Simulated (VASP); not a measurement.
Band structure of Zn3CdSe4 (space group Amm2). Level of theory: modified Becke-Johnson potential (mBJ), VASP's PBE PAW potentials (set 64) (plane waves; VASP).

mBJ is a potential without an energy functional, so only the levels count.

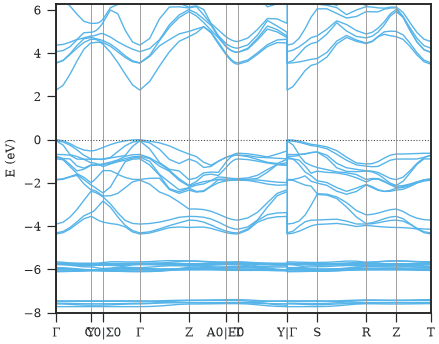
Figure. Bands along high-symmetry lines, zero at the valence-band maximum or, without a gap, the Fermi level

**Question.** Read the plot: is there a gap, and where are the band edges?

**Answer.** The gap is direct, 2.29 eV, from the valence maximum at Γ to the conduction minimum at Γ.

The structure comes from a computed database's Zn3CdSe4 entry (Amm2); how it stands against other phases isn't given here. It was relaxed first. The cell's shape comes from a PBE relaxation.
